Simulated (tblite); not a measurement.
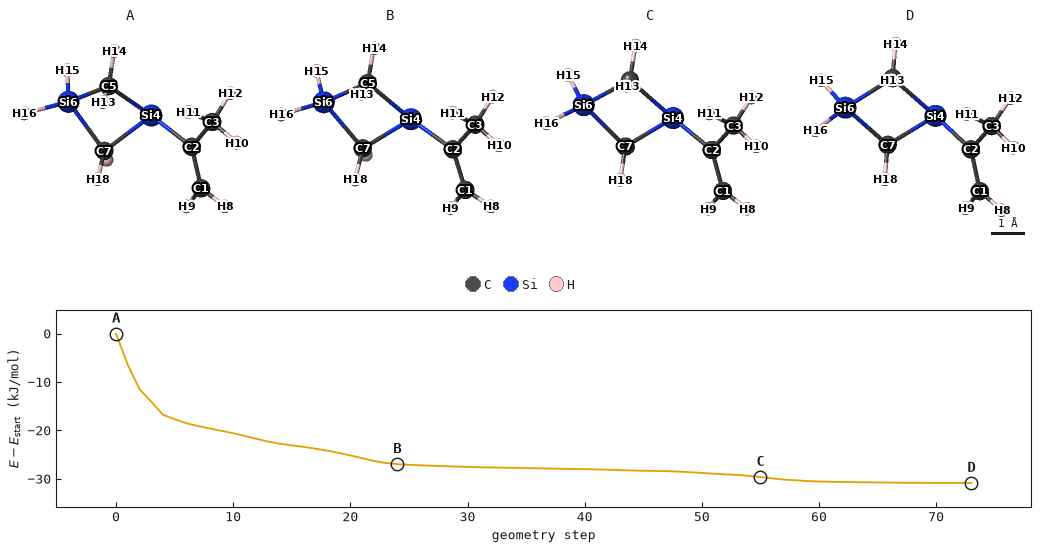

Frames of a relaxation of C5H11Si2 (multiplicity 2), marked on the history of the run. A ball-and-stick model, seen at a tilt.

Method: GFN2-xTB geometry optimisation, gas phase in tblite. 

### What happens along the run?

An H atom moves most after the best rigid fit: 0.95 Å. By element the largest moves are H 0.95 Å, C 0.38 Å, Si 0.29 Å. Some distances before and after: H–Si 1.495 → 1.464 Å, C–Si 1.914 → 1.935 Å, C–H 1.109 → 1.089 Å, C–Si 1.899 → 1.918 Å. Among the angles between lasting bonds that change: Si–C–Si 84.8° → 91.8°, H–C–H 111.9° → 106.4°, C–Si–C 112.1° → 117.3°. The energy falls by 30.8 kJ/mol in 73 geometry steps. From step 0 to 24: an H atom moves most (0.34 Å), energy −26.9 kJ/mol. From step 24 to 55: an H atom moves most (0.43 Å), energy −2.66 kJ/mol. From step 55 to 73: an H atom moves most (0.43 Å), energy −1.23 kJ/mol.

| step | E − E(0), kJ/mol |
| --- | --- |
| 0 | 0.00 |
| 1 | -6.42 |
| 2 | -11.46 |
| 3 | -14.04 |
| 4 | -16.74 |
| 5 | -17.67 |
| 6 | -18.50 |
| 7 | -19.08 |
| 8 | -19.59 |
| 9 | -20.07 |
| 10 | -20.57 |
| 13 | -22.30 |
| 17 | -23.75 |
| 20 | -25.15 |
| 23 | -26.71 |
| 27 | -27.29 |
| 30 | -27.52 |
| 33 | -27.67 |
| 37 | -27.86 |
| 40 | -27.99 |
| 43 | -28.19 |
| 46 | -28.35 |
| 50 | -28.77 |
| 53 | -29.18 |
| 56 | -29.90 |
| 60 | -30.53 |
| 63 | -30.67 |
| 66 | -30.75 |
| 70 | -30.83 |
| 73 | -30.83 |
